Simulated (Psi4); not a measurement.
# SiH2O (oxosilane): wB97X-D/cc-pwCVTZ (sweep point 5)

What is the vertical electron affinity of SiH2O (oxosilane) at wB97X-D/cc-pwCVTZ (sweep point 5)? 

The results are computed with Psi4 1.11.

## (1) The molecule

SiH2O has 4 atoms, charge 0, and is taken as a singlet. SMILES: `O=[SiH2]`. The shape is that of a PBE0-D4/def2-TZVP optimisation.

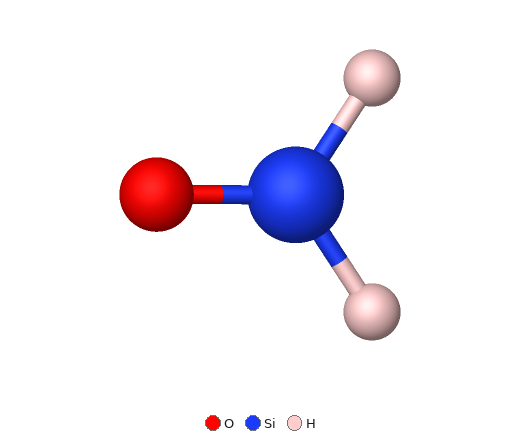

The structure, seen from a chosen angle (oxygen red, silicon blue, hydrogen pink).

## (2) A single-point energy at wB97X-D/cc-pwCVTZ (sweep point 5)

Input file h2osi.dat:

```
memory 1600 mb

molecule {
  0 1
  O     -0.53517044     0.78140175     2.77695254
  Si    -0.01266117     0.01851932     0.06595144
  H      0.83129052    -2.54357136    -0.71091497
  H     -0.28345892     1.74365030    -2.13217799
  units au
  symmetry c1
}

set basis cc-pwCVTZ
set puream true
set scf_type pk
set dft_radial_points 99
set dft_spherical_points 590

energy("wb97x-d")
print_variables()
```

Started as:

```
$ psi4 -i h2osi.dat -o h2osi.out -n 1
```

h2osi.out:

```text
[...]
  Running in c1 symmetry.
[...]
  Nuclear repulsion =   52.484790023665980
[...]
  Multiplicity = 1
[...]
  Nalpha       = 12
  Nbeta        = 12
[...]
    Number of basis functions: 130
[...]
   @RKS iter   1:  -365.68396448360284   -4.54890e-01   6.21283e-03 ADIIS/DIIS
[...]
   @RKS iter   8:  -365.92005498462885   -7.42102e-08   5.24162e-07 DIIS
[...]
    Orbital Energies [Eh]
    ---------------------
    Doubly Occupied:
       1A    -66.298988     2A    -19.214175     3A     -5.430682
       4A     -3.779674     5A     -3.771925     6A     -3.770485
       7A     -1.025900     8A     -0.617351     9A     -0.483632
      10A     -0.440181    11A     -0.404881    12A     -0.373008
[...]
  @RKS Final Energy:  -365.92005498462885
   => Energetics <=
    Nuclear Repulsion Energy =             52.4847900236659797
    One-Electron Energy =                -610.7245646229916929
    Two-Electron Energy =                 214.0054392095158846
    DFT Exchange-Correlation Energy =     -21.6852569047229906
    Empirical Dispersion Energy =          -0.0004626900959729
    VV10 Nonlocal Energy =                  0.0000000000000000
    Total Energy =                       -365.9200549846288482
[...]
 Multipole Moments:
 ------------------------------------------------------------------------------------
     Multipole            Electronic (a.u.)      Nuclear  (a.u.)        Total (a.u.)
 ------------------------------------------------------------------------------------
 L = 1.  Multiply by 2.5417464519 to convert [e a0] to [Debye]
 Dipole X            :         -0.1881767            0.4532372            0.2650605
 Dipole Y            :          0.2748059           -0.6618064           -0.3870005
 Dipole Z            :          0.9771313           -2.3521705           -1.3750392
 Magnitude           :                                                    1.4528452
[...]
```

It took 14 s on 1 thread of AMD EPYC 9R45 (Zen 5), shared host; peak memory 1.3 GiB.

## (3) The doublet anion

Input file input.dat:

```
memory 1600 mb

molecule system {
  -1 2
  O     -0.53517044     0.78140175     2.77695254
  Si    -0.01266117     0.01851932     0.06595144
  H      0.83129052    -2.54357136    -0.71091497
  H     -0.28345892     1.74365030    -2.13217799
  units au
  symmetry c1
}

set {
  reference uks
  puream true
  scf_type pk
  dft_radial_points 99
  dft_spherical_points 590
  maxiter 150
}

energy("wb97x-d/cc-pwCVTZ")
print_variables()
```

Started as:

```
$ psi4 input.dat output.dat -n 1
```

output.dat:

```text
[...]
  Running in c1 symmetry.
[...]
  Nuclear repulsion =   52.484790023665980
[...]
  Multiplicity = 2
[...]
  Nalpha       = 13
  Nbeta        = 12
[...]
    Number of basis functions: 130
[...]
   @UKS iter   1:  -365.63146232943006   -4.02388e-01   6.72409e-03 DIIS/ADIIS
[...]
   @UKS iter   9:  -365.91862919877445   -2.21628e-07   8.33665e-07 DIIS
[...]
   @S^2 Observed:                7.557031813E-01
[...]
    Orbital Energies [Eh]
    ---------------------
    Alpha Occupied:
       1A    -66.009529     2A    -18.946743     3A     -5.142378
       4A     -3.489633     5A     -3.485675     6A     -3.483846
       7A     -0.774739     8A     -0.367452     9A     -0.233499
      10A     -0.193532    11A     -0.173812    12A     -0.126636
      13A      0.018014
    Alpha Virtual:
      14A      0.281689    15A      0.321122    16A      0.388671
      17A      0.395808    18A      0.447124    19A      0.473039
      20A      0.518412    21A      0.529548    22A      0.579799
      23A      0.590634    24A      0.609492    25A      0.683836
[...]
  @UKS Final Energy:  -365.91862919877445
   => Energetics <=
    Nuclear Repulsion Energy =             52.4847900236659797
    One-Electron Energy =                -617.1457043230236650
    Two-Electron Energy =                 220.5504565294464498
    DFT Exchange-Correlation Energy =     -21.8077087387671611
    Empirical Dispersion Energy =          -0.0004626900959729
    VV10 Nonlocal Energy =                  0.0000000000000000
    Total Energy =                       -365.9186291987743402
[...]
 Multipole Moments:
 ------------------------------------------------------------------------------------
     Multipole            Electronic (a.u.)      Nuclear  (a.u.)        Total (a.u.)
 ------------------------------------------------------------------------------------
 L = 1.  Multiply by 2.5417464519 to convert [e a0] to [Debye]
 Dipole X            :         -0.3945606            0.4532372            0.0586766
 Dipole Y            :          0.5759648           -0.6618064           -0.0858415
 Dipole Z            :          2.0475342           -2.3521705           -0.3046363
 Magnitude           :                                                    0.3218928
[...]
```

Run time: 21 s. Hardware: 1 thread of AMD EPYC 9R45 (Zen 5), shared host; peak memory 1.3 GiB.

## (4) Summary of results

At wB97X-D/cc-pwCVTZ (sweep point 5):

| quantity | value |
| --- | --- |
| singlet SiH2O: total energy | -365.92005 Eh |
| singlet SiH2O: dipole moment | 3.69 D |
| singlet SiH2O: HOMO energy | -10.15 eV |
| singlet SiH2O: LUMO energy | -0.32 eV |
| singlet SiH2O: HOMO–LUMO gap | 9.83 eV |
| singlet SiH2O: dispersion energy | -1.21 kJ/mol |
| doublet anion: total energy | -365.91863 Eh |
| doublet anion: HOMO energy (highest over α and β) | 0.49 eV |
| doublet anion: LUMO energy (lowest over α and β) | 6.54 eV |
| doublet anion: dispersion energy | -1.21 kJ/mol |
| doublet anion: ⟨S²⟩ | 0.756 |
| vertical electron affinity (to the doublet anion) | -0.039 eV |

What this shows: The anion lies 0.04 eV (3.7 kJ/mol) above the neutral: the electron isn't bound at this level, and such a value depends on the basis. Without diffuse functions anions come out too high. The HOMO (doublet anion) lies at positive energy, 0.49 eV; only total energies tell whether the electron is bound.
